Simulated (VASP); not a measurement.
Shape and ions are relaxed at each volume.

Energy against volume of Tl (hcp). These are vdW-DF-cx, VASP's PBE PAW potentials (set 64) (plane waves; VASP) values and carry that method's errors.

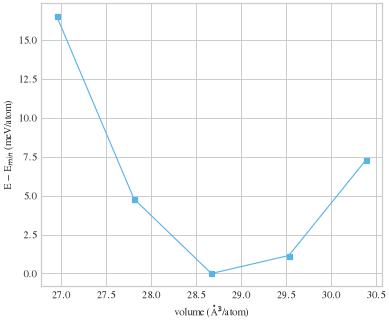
*Energy against volume*

Question: Estimate the equilibrium volume and the bulk modulus.

Answer: The minimum lies near 28.9 Å³/atom, and the curvature gives B0 of about 35 GPa.

Measured: bulk modulus 37.4 GPa at 0 K (computed value off by -5.8 %), as given by K. Lejaeghere et al., Critical reviews in solid state and materials sciences/CRC critical reviews in solid state and materials sciences (2013), arXiv:1204.2733 [extrapolated to 0 K and zero-point effects removed (source: thermally corrected experimental values)].

The compound is Tl in the hcp structure. It was relaxed first.
